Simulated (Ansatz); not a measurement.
Fields on a plane of SiC (4H type, space group P6_3mc)

```yaml
crystal:
  lattice:
    - [3.07776, 0.00000, 0.00000]
    - [-1.53888, 2.66542, 0.00000]
    - [0.00000, 0.00000, 10.07734]
  atoms:
    - { symbol: Si, position: [0.00000, 0.00000, 0.00030] }
    - { symbol: Si, position: [0.00000, 0.00000, 0.50030] }
    - { symbol: Si, position: [0.66667, 0.33333, 0.75024] }
    - { symbol: Si, position: [0.33333, 0.66667, 0.25024] }
    - { symbol: C, position: [0.00000, 0.00000, 0.81287] }
    - { symbol: C, position: [0.00000, 0.00000, 0.31287] }
    - { symbol: C, position: [0.66667, 0.33333, 0.56221] }
    - { symbol: C, position: [0.33333, 0.66667, 0.06221] }
```

The slice is a (0001) plane (indices of the conventional cell) through the point (0.000, 0.000, 0.313) (fractional), spanned by u = [110] and v = [1 -1 0] in vectors of this cell: u (3.08 Å) and v (5.33 Å, at 90° to u). It covers one period; positions are fractions (u, v).

Atoms on it: C at (0.00, 0.00); C at (0.50, 0.50). Other atoms lie within 1 Å of the plane.

These are r2SCAN (plane waves to 500 eV, PAW, scalar-relativistic; Ansatz, a first-principles code) values and carry that method's errors. k mesh 12×12×4. These are valence fields of a PAW run, semicore shells included where kept as valence: close to a nucleus they are smooth pseudo fields. SiC was relaxed with its symmetry unable to fall. The PAW data are Ansatz's earlier set.

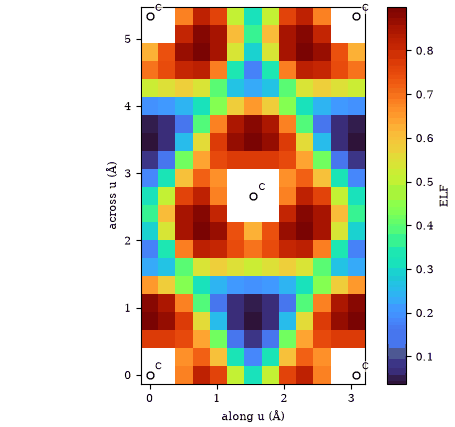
*Electron localisation function (ELF), one period of the plane, atoms marked. Points within 0.4 Å of a nucleus are left white, as the pseudised field means little there.*

```tsv
v \ u	0.00	0.17	0.33	0.50	0.67	0.83
0.90	0.1	0.0	-0.2	-0.5	-0.2	0.0
0.80	-0.5	-0.5	-0.5	-0.6	-0.5	-0.5
0.70	-1.1	-0.8	-0.4	-0.2	-0.4	-0.8
0.60	-1.0	-0.6	-0.1	0.2	-0.1	-0.6
0.50	-0.6	-0.3	0.2	0.2	0.2	-0.3
0.40	-0.5	-0.2	0.0	0.1	0.0	-0.2
0.30	-0.6	-0.5	-0.5	-0.5	-0.5	-0.5
0.20	-0.2	-0.4	-0.8	-1.1	-0.8	-0.4
0.10	0.2	-0.1	-0.6	-1.0	-0.6	-0.1
0.00	0.2	0.2	-0.3	-0.6	-0.3	0.2
```

Values: log₁₀ of the valence density in e/Å³. The scale is logarithmic, as a density can span decades between atoms and voids.
